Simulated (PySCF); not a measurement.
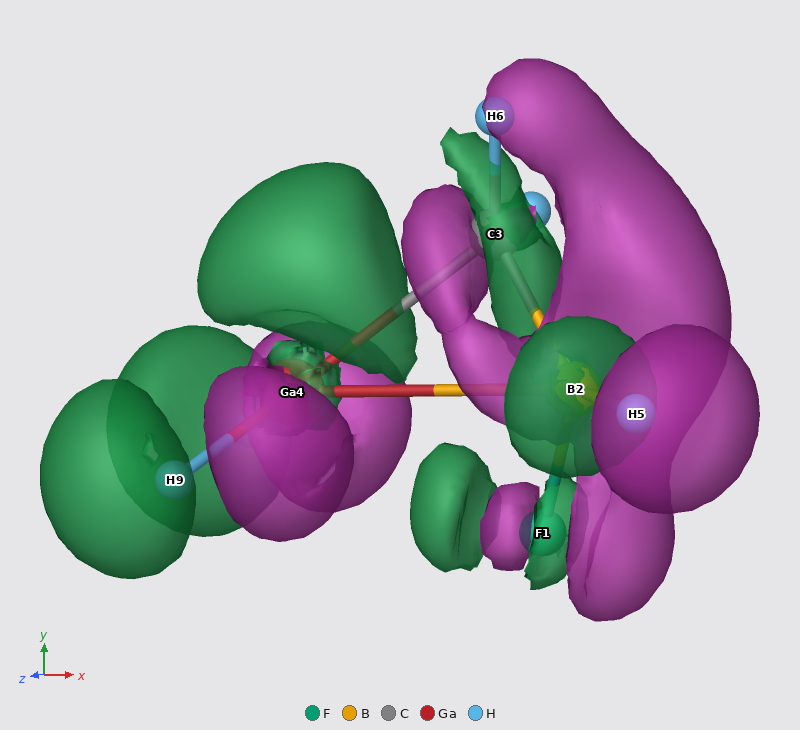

*CH5BFGa, SMILES `FB[CH2][GaH2]`. Change of the electron density in a uniform field of 0.10 V/Å, surfaces at ±0.0008 e/Å³ (green: gain, purple: loss).*

Computed with PySCF, ωB97X/def2-SVPD, geometry: GFN2-xTB. No frequency check shows the geometry to be a minimum. GFN2-xTB bond lengths at metals and heavier atoms can be off by up to 0.1 Å and shapes distorted, which carries into these values.

Cartesian coordinates (Å):

```
F1       1.1931   -1.1112   -0.2586
B2       1.6637    0.0786    0.2938
C3       0.8260    1.2628   -0.1565
Ga4     -0.8154   -0.0156    0.0476
H5       2.4741   -0.0481    1.1257
H6       0.9871    2.2361    0.2983
H7       0.7457    1.3774   -1.2448
H8      -1.6108   -0.4053   -1.2445
H9      -1.3293   -0.6454    1.3882
```

> Along which Cartesian direction does the field point?

Along +x: electrons gather on the −x side, against the field.

> What dipole is induced, and what polarisability does it imply?

The induced dipole is 0.33 D (along the field); α along this axis, from the fields in both directions, is 65 bohr³ (9.7 Å³).

> Which atoms gain and lose the most charge?

Electrons gather most on Ga4 (Hirshfeld charge changes by −0.006 e) and leave B2 most (+0.005 e); 0.028 electrons are displaced in all.
